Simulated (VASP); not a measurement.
Band structure of CaS (rock salt). Computed with optB88-vdW, VASP's PBE PAW potentials (set 64) (plane waves; VASP 6.6.1).

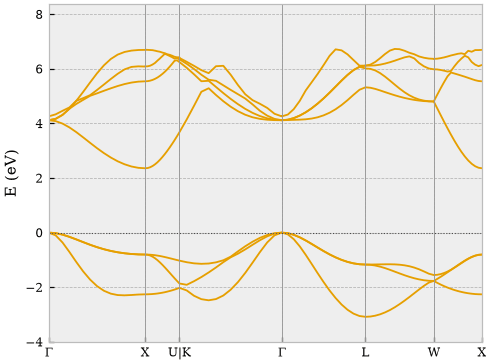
Bands along high-symmetry lines, zero at the valence-band maximum or, without a gap, the Fermi level

Problem. Read the plot: is there a gap, and where are the band edges?

Solution. The gap is indirect, 2.36 eV, from the valence maximum at Γ to the conduction minimum at X. (Edges off the drawn lines would not show.)

Measured: gap 4.43 eV (computed value off by -2.07 eV), as given by David Waroquiers et al., Physical Review B (2013), arXiv:1302.6756.

The compound is CaS in the rock salt structure. It was relaxed first.
